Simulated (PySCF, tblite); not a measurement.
# C4H7BCl2Si: geometry, infrared bands and NMR shifts

Aim: predict the infrared bands and NMR shifts of C4H7BCl2Si (`CC#CC[SiH2]B(Cl)Cl`).

The runs use tblite 0.8.0 and PySCF 2.14.0, with density-fitted response routines of our own; the level of theory stands in each step. All values are computed, except where a source is named. Atoms are numbered from 0 throughout.

### 1 Starting geometry

15 atoms, charge 0, multiplicity 1; geometry from: force field or distance geometry start.

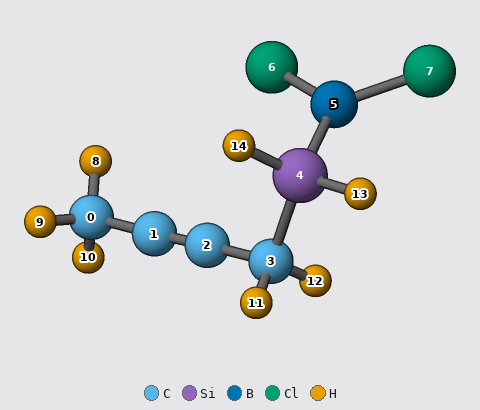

The starting geometry (carbon blue, silicon purple, boron blue, chlorine teal, hydrogen amber), atoms numbered; sticks join atoms by distance.

### 2 Geometry optimisation with GFN2-xTB

Job settings and geometry (Å):

```
{"job": {"kind": "relax", "xc": "GFN2-xTB", "basis": "xTB"}, "charge": 0, "multiplicity": 1}
C     -2.706500     0.958900     1.162900
C     -1.667100     0.555600     0.225700
C     -0.781900     0.208800    -0.522900
C      0.268800    -0.190100    -1.456300
Si     1.550100    -1.210700    -0.528800
B      2.456800    -0.118000     0.784300
Cl     1.519600     0.622100     2.185200
Cl     4.287000     0.152600     0.666900
H     -2.267900     1.146100     2.165000
H     -3.479300     0.156000     1.245000
H     -3.198200     1.888300     0.789900
H     -0.172400    -0.814200    -2.259800
H      0.745400     0.703400    -1.873700
H      2.543400    -1.711100    -1.505300
H      0.898000    -2.339600     0.130400
```

Command:

```console
OMP_NUM_THREADS=1 python probes_run.py task.json out
```

One launch serves the whole session: the jobs run in the order shown.

Standard output:

```text
step      E/eV     max force
  0    -657.56268    2.281
  1    -657.74535    1.978
  2    -657.69013    5.051
  3    -657.90921    0.487
  4    -657.92215    0.394
  5    -657.94334    0.335
  6    -657.94738    0.298
  7    -657.95597    0.153
  8    -657.95826    0.152
  9    -657.96228    0.168
 10    -657.96350    0.136
 11    -657.96429    0.078
 12    -657.96488    0.088
 13    -657.96546    0.071
 14    -657.96583    0.052
 15    -657.96600    0.035
 16    -657.96609    0.032
 17    -657.96618    0.026
 18    -657.96626    0.028
 19    -657.96633    0.029
 20    -657.96639    0.030
 21    -657.96645    0.028
 22    -657.96650    0.023
 23    -657.96656    0.017
 24    -657.96661    0.017
 25    -657.96667    0.018
 26    -657.96672    0.016
 27    -657.96676    0.018
 28    -657.96683    0.021
 29    -657.96692    0.025
 30    -657.96705    0.029
 31    -657.96717    0.029
 32    -657.96725    0.029
 33    -657.96732    0.026
 34    -657.96742    0.026
 35    -657.96757    0.035
 36    -657.96773    0.030
 37    -657.96786    0.027
 38    -657.96795    0.025
 39    -657.96805    0.026
 40    -657.96819    0.038
 41    -657.96835    0.043
 42    -657.96851    0.039
 43    -657.96866    0.033
 44    -657.96884    0.037
 45    -657.96911    0.050
 46    -657.96943    0.059
 47    -657.96973    0.051
 48    -657.96998    0.039
 49    -657.97024    0.041
 50    -657.97067    0.074
 51    -657.97139    0.118
 52    -657.97235    0.139
 53    -657.97222    0.194
 54    -657.97359    0.065
 55    -657.97392    0.049
 56    -657.97424    0.036
 57    -657.97438    0.042
 58    -657.97459    0.034
 59    -657.97470    0.023
 60    -657.97478    0.019
 61    -657.97483    0.017
 62    -657.97491    0.025
 63    -657.97498    0.029
 64    -657.97505    0.022
 65    -657.97510    0.014
 66    -657.97514    0.015
 67    -657.97519    0.030
 68    -657.97527    0.036
 69    -657.97537    0.029
 70    -657.97551    0.016
 71    -657.97555    0.016
 72    -657.97563    0.015
 73    -657.97568    0.019
 74    -657.97574    0.023
 75    -657.97581    0.023
 76    -657.97588    0.018
 77    -657.97593    0.016
 78    -657.97597    0.016
 79    -657.97601    0.016
 80    -657.97604    0.011
 81    -657.97606    0.009
```

Run time: 0.75 s. Hardware: 1 thread of Intel Xeon Platinum 8488C, shared host; peak memory 0.18 GiB.

Step by step: (not every step is listed) (the energy doesn't fall at every step)

| step | energy from step 0 (eV) | largest force (eV/Å) |
| --- | --- | --- |
| 0 | 0.0000 | 2.2811 |
| 1 | -0.1827 | 1.9779 |
| 2 | -0.1274 | 5.0514 |
| 3 | -0.3465 | 0.4868 |
| 4 | -0.3595 | 0.3936 |
| 5 | -0.3807 | 0.3349 |
| 6 | -0.3847 | 0.2985 |
| 7 | -0.3933 | 0.1532 |
| 8 | -0.3956 | 0.1520 |
| 14 | -0.4031 | 0.0522 |
| 20 | -0.4037 | 0.0297 |
| 26 | -0.4040 | 0.0158 |
| 32 | -0.4046 | 0.0292 |
| 38 | -0.4053 | 0.0250 |
| 44 | -0.4062 | 0.0369 |
| 50 | -0.4080 | 0.0738 |
| 56 | -0.4116 | 0.0364 |
| 62 | -0.4122 | 0.0246 |
| 68 | -0.4126 | 0.0361 |
| 74 | -0.4131 | 0.0227 |
| 76 | -0.4132 | 0.0184 |
| 77 | -0.4132 | 0.0165 |
| 78 | -0.4133 | 0.0157 |
| 79 | -0.4133 | 0.0159 |
| 80 | -0.4134 | 0.0114 |
| 81 | -0.4134 | 0.0088 |

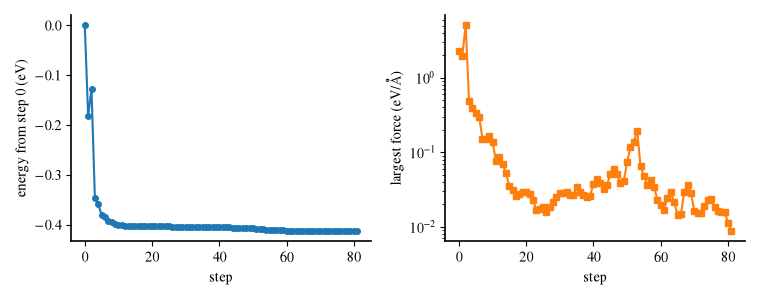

Energy and largest force along the relaxation.

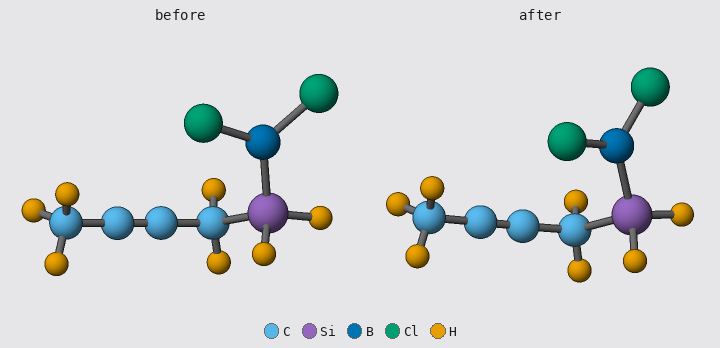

The geometry before (left) and after (right).

Close pairs (by a distance rule), those that changed most:

| bond | before (Å) | after (Å) | change (Å) |
| --- | --- | --- | --- |
| B5–Cl7 | 1.854 | 1.724 | -0.130 |
| B5–Cl6 | 1.841 | 1.720 | -0.121 |
| Si4–B5 | 1.934 | 1.991 | +0.057 |
| C3–Si4 | 1.882 | 1.925 | +0.042 |
| C0–H9 | 1.117 | 1.090 | -0.027 |
| C0–H10 | 1.116 | 1.090 | -0.026 |
| C0–H8 | 1.110 | 1.090 | -0.020 |
| C3–H11 | 1.109 | 1.091 | -0.018 |

The final coordinates are the input of the step that follows.

### 3 Harmonic vibrations with GFN2-xTB

Job settings and geometry (Å):

```
{"job": {"kind": "ir", "xc": "GFN2-xTB", "basis": "xTB"}, "charge": 0, "multiplicity": 1}
C     -2.554242     1.066230     1.180158
C     -1.580171     0.578876     0.226135
C     -0.779758     0.178292    -0.571847
C      0.216465    -0.312323    -1.496321
Si     1.615201    -1.253248    -0.567542
B      2.290076    -0.114523     0.919951
Cl     1.353860     0.136687     2.340965
Cl     3.805211     0.703853     0.844236
H     -2.068961     1.262214     2.136604
H     -3.337457     0.322616     1.327433
H     -3.008484     1.989401     0.819813
H     -0.258331    -0.976003    -2.220770
H      0.635396     0.530300    -2.052107
H      2.631220    -1.583380    -1.577908
H      1.035559    -2.521001    -0.100505
```

Standard output:

```text
mode    cm-1     km/mol
  1      11.9      0.04
  2      30.4      0.01
  3      32.3      0.04
  4      65.7      0.47
  5     100.7      0.20
  6     141.9      1.20
  7     219.2      2.55
  8     232.9      9.24
  9     246.0      5.86
 10     300.0      0.11
 11     326.1      6.19
 12     376.7      0.50
 13     389.3      3.37
 14     453.1     49.36
 15     568.4      2.33
 16     650.5     70.32
 17     706.7     62.00
 18     717.3     82.81
 19     764.4    122.92
 20     794.3    297.09
 21     805.4      7.43
 22     844.1     11.95
 23    1023.9     11.24
 24    1027.7     10.05
 25    1110.1      3.16
 26    1175.9      1.52
 27    1229.1     58.54
 28    1392.3      4.90
 29    1434.8      1.96
 30    1460.3      3.38
 31    1460.9      3.46
 32    2210.7    422.57
 33    2221.9    194.09
 34    2411.7      0.91
 35    2946.0     28.59
 36    2970.2     26.72
 37    2995.7     29.17
 38    2997.9     25.01
 39    3006.1     32.10
```

Run time: 0.73 s. Hardware: 1 thread of Intel Xeon Platinum 8488C, shared host; peak memory 0.18 GiB.

Which atoms move in the most intense modes:

| cm⁻¹ | km/mol | atoms |
| --- | --- | --- |
| 650 | 70.3 | H14 41 %, H13 21 %, C3 17 %, H11 12 % |
| 707 | 62.0 | B5 49 %, C3 18 %, Si4 11 % |
| 717 | 82.8 | B5 31 %, C3 22 %, H13 18 %, Si4 15 % |
| 764 | 122.9 | H14 22 %, H11 22 %, C3 20 %, H12 17 % |
| 794 | 297.1 | H13 39 %, H14 37 % |
| 1229 | 58.5 | C3 32 %, C2 21 %, C1 21 % |
| 2211 | 422.6 | H13 55 %, H14 41 % |
| 2222 | 194.1 | H14 56 %, H13 42 % |

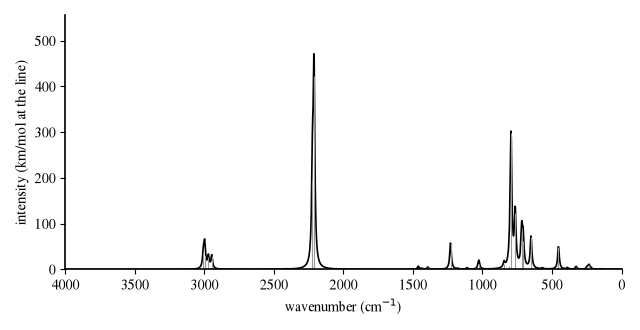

The infrared spectrum from these modes, unscaled. Lines are broadened to a width of 14 cm⁻¹ (Lorentzian).

### 4 Nuclear shieldings: PBE0/pcSseg-1

The job, as its differences from that of step 3:

```diff
@@ -1,2 +1,2 @@
-{"job": {"kind": "ir", "xc": "GFN2-xTB", "basis": "xTB"}, "charge": 0, "multiplicity": 1}
+{"job": {"kind": "nmr", "xc": "PBE0", "basis": "pcSseg-1"}, "charge": 0, "multiplicity": 1}
 C     -2.554242     1.066230     1.180158
```

Level: GIAO PBE0/pcSseg-1 NMR shielding, non-relativistic, gas phase.

Standard output:

```text
coarse grid: 14648 points
cycle   1  E = -1390.5776983677  dE =  9.266e-01  |g| = 4.168e-01  |ddm| = 4.035e+00
cycle   2  E = -1390.5709320421  dE =  6.766e-03  |g| = 4.472e-01  |ddm| = 1.121e+00
cycle   3  E = -1390.6259223321  dE = -5.499e-02  |g| = 6.893e-02  |ddm| = 5.832e-01
cycle   4  E = -1390.6269636180  dE = -1.041e-03  |g| = 3.391e-02  |ddm| = 9.786e-02
cycle   5  E = -1390.6272244727  dE = -2.609e-04  |g| = 1.398e-02  |ddm| = 3.907e-02
cycle   6  E = -1390.6272687744  dE = -4.430e-05  |g| = 4.452e-03  |ddm| = 1.358e-02
cycle   7  E = -1390.6272738506  dE = -5.076e-06  |g| = 6.752e-04  |ddm| = 4.736e-03
final grid: 129064 points
cycle   8  E = -1390.6712228157  dE = -3.392e-05  |g| = 6.708e-03  |ddm| = 3.838e-02
cycle   9  E = -1390.6712214710  dE =  1.345e-06  |g| = 6.775e-03  |ddm| = 1.370e-02
cycle  10  E = -1390.6712334646  dE = -1.199e-05  |g| = 7.427e-04  |ddm| = 6.952e-03
cycle  11  E = -1390.6712335531  dE = -8.859e-08  |g| = 2.830e-04  |ddm| = 8.336e-04
cycle  12  E = -1390.6712335705  dE = -1.730e-08  |g| = 1.068e-04  |ddm| = 2.826e-04
cycle  13  E = -1390.6712335731  dE = -2.631e-09  |g| = 3.151e-05  |ddm| = 1.059e-04
cycle  14  E = -1390.6712335733  dE = -2.574e-10  |g| = 8.803e-06  |ddm| = 3.648e-05
converged SCF energy = -1390.6712335733

GIAO shielding tensors (ppm)
atom      isotropic    diamagn.    paramagn.     s11        s22        s33       span
  0 C      181.856     253.588     -71.732    174.016    175.233    196.320     22.304
  1 C      102.300     267.894    -165.595     19.334     24.074    263.491    244.157
  2 C      104.786     263.917    -159.131     18.056     24.425    271.878    253.822
  3 C      185.624     254.851     -69.227    175.656    178.975    202.241     26.585
  4 Si     421.667     879.047    -457.380    410.270    415.452    439.280     29.010
  5 B       26.357     194.725    -168.368    -39.105     21.481     96.695    135.800
  6 Cl     533.464    1150.025    -616.561    139.716    566.515    894.162    754.445
  7 Cl     551.289    1147.268    -595.979    164.944    604.762    884.162    719.218
  8 H       29.692      31.444      -1.752     23.703     29.836     35.538     11.836
  9 H       29.714      28.557       1.157     24.652     27.641     36.847     12.195
 10 H       29.765      27.903       1.861     24.489     27.607     37.197     12.708
 11 H       29.694      28.971       0.723     23.859     27.985     37.238     13.379
 12 H       29.801      30.083      -0.282     25.121     27.917     36.366     11.245
 13 H       27.802      28.207      -0.406     24.139     26.021     33.245      9.106
 14 H       27.661      28.336      -0.675     25.241     25.335     32.406      7.166
```

Wall time 43 s (1 thread of Intel Xeon Platinum 8488C, shared host); peak memory 0.92 GiB.

The references, computed at this level on geometries of the same kind, shield at (ppm): 1H TMS 31.72, 13C TMS 186.9, 29Si TMS 349.2, 11B BF3·OEt2 100.1, 35Cl HCl 950. Their shielding less the atom's gives the shift. The references are single molecules in the gas phase. Atoms listed in one row are averaged.

| atoms | environment | σ (ppm) | δ (ppm) | δ scaled to CDCl3 |
| --- | --- | --- | --- | --- |
| C1 | alkyne carbon | 102.3 | 84.6 | 80.7 |
| C2 | alkyne carbon | 104.8 | 82.1 | 78.3 |
| C0 | propargylic methyl carbon | 181.9 | 5.1 | 3.0 |
| C3 | propargylic sp3 CH2 bonded to Si | 185.6 | 1.3 | -0.6 |
| H13, H14 | hydrogen on a silicon bonded to C, B | 27.73 | 3.99 | – |
| H8, H9, H10 | hydrogen on a propargylic methyl carbon | 29.72 | 1.99 | 1.98 |
| H11, H12 | hydrogen on a propargylic sp3 CH2 bonded to Si | 29.75 | 1.97 | 1.96 |
| Si4 | silicon bonded to C, B, 2 H | 421.7 | -72.5 | – |
| B5 | boron bonded to 2 Cl, Si | 26.4 | 73.7 | – |
| Cl6, Cl7 | chlorine bonded to B | 542 | 407 | – |

The scaled column applies a straight-line fit of computed shieldings to shifts measured in CDCl3, with any fitted terms for Cl, Br or S neighbours (root-mean-square error 0.16 ppm for H, 1.9 ppm for C).

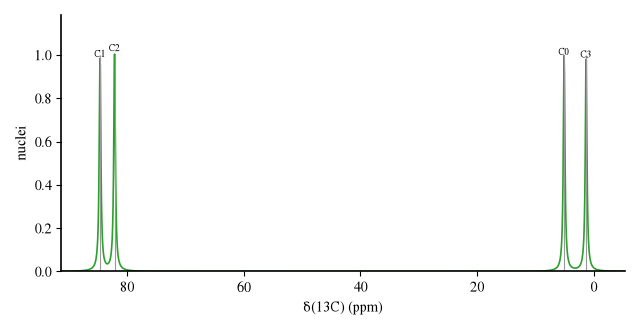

13C lines at the computed shifts, without couplings. Lines are broadened to a width of 0.33 ppm (Lorentzian).

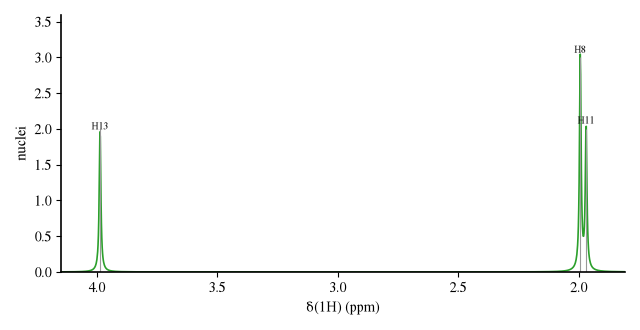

1H lines at the computed shifts, without couplings. Lines are broadened to a width of 0.01 ppm (Lorentzian).

Charges from the same density, by scheme (e):

| atoms | Mulliken | IAO | Hirshfeld | ESP fit |
| --- | --- | --- | --- | --- |
| C0 | -0.19 | -0.43 | -0.10 | -0.64 |
| C1 | -0.29 | -0.07 | -0.07 | 0.14 |
| C2 | -0.10 | -0.08 | -0.08 | -0.25 |
| C3 | -0.47 | -0.53 | -0.14 | -0.28 |
| Si4 | 0.58 | 0.62 | 0.26 | 0.36 |
| B5 | 0.09 | -0.12 | 0.08 | 0.15 |
| Cl6, Cl7 | -0.14 | -0.01 | -0.04 | -0.10 |

ESP fit charges:

C0 -0.64; C1 0.14; C2 -0.25; C3 -0.28; Si4 0.36; B5 0.15; Cl6 -0.10; Cl7 -0.10; H8 0.22; H9 0.20; H10 0.20; H11 0.15; H12 0.15; H13 -0.13; H14 -0.08

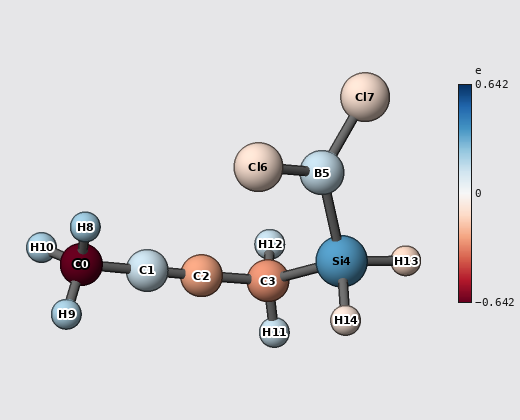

ESP fit charges, as colours on the atoms.

Mayer bond orders: C0–C1 1.23, C1–C2 2.60, C2–C3 1.14, C3–Si4 0.88, Si4–B5 0.88, B5–Cl6 1.18, B5–Cl7 1.17.

Orbitals, density, ELF and potential are computed afterwards from the orbital file.

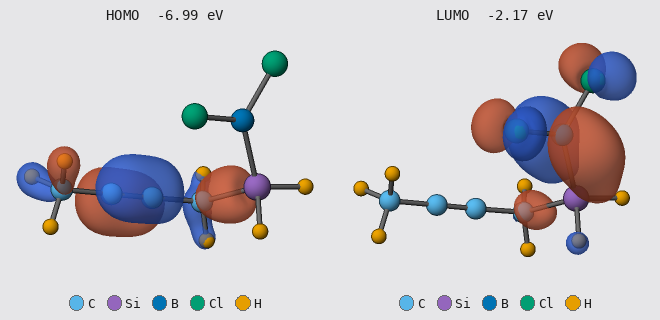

Frontier orbitals at PBE0/pcSseg-1; each surface holds 70 % of the orbital's density, blue and red mark the sign.

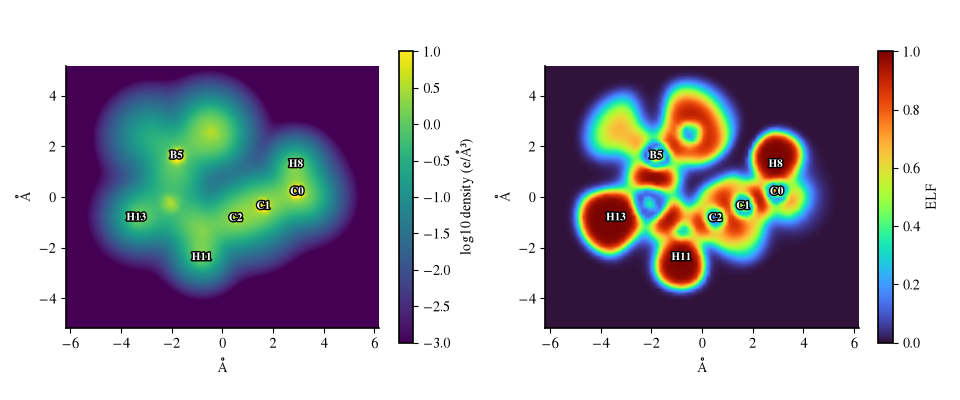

Density (left) and ELF (right) in a plane through or near 7 of the atoms.

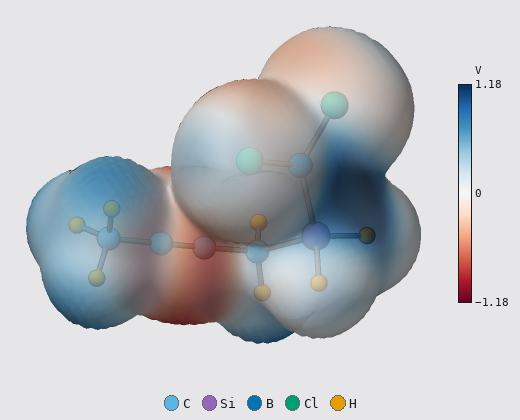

Electrostatic potential on the surface of density 0.002 e/bohr³; red is low, blue high. It runs from -0.86 V near C2 to 1.18 V near B5.

### 5 Outcome

```
                                                                quantity                     value
                               strongest single infrared mode (GFN2-xTB)     2211 cm⁻¹, 423 km/mol
                                            zero-point energy (GFN2-xTB)             59.8 kcal/mol
                                  13C shifts against TMS (PBE0/pcSseg-1)  84.6, 82.1, 5.1, 1.3 ppm
  1H shifts against TMS (PBE0/pcSseg-1, means over atoms taken as alike)      3.99, 1.99, 1.97 ppm
                                 29Si shifts against TMS (PBE0/pcSseg-1)                 -72.5 ppm
                             11B shifts against BF3·OEt2 (PBE0/pcSseg-1)                  73.7 ppm
35Cl shifts against HCl (PBE0/pcSseg-1, means over atoms taken as alike)                   407 ppm
                                   surface potential, least and greatest        -0.86 V and 1.18 V
```

In words: The optimisation took 81 steps and gained 0.413 eV; among the close pairs (by a distance rule), B5–Cl7 changed most, from 1.854 to 1.724 Å. All 39 modes are real, so the xTB geometry is a minimum. The strongest single mode, at 2211 cm⁻¹, moves mainly H13 and H14. Unscaled tight-binding wavenumbers are off by several per cent, some by more. Its intensities can rank the bands wrongly. At PBE0/pcSseg-1: The widest tensor belongs to Cl6, Cl7: span 737 ppm, with a paramagnetic part of -606 ppm. At PBE0/pcSseg-1, counted by nearest atom on the grid, the HOMO lies on C1, C2 about 34 % each; C3 7 %, the LUMO on B5 56 %; Cl6, Cl7 about 12 % each.
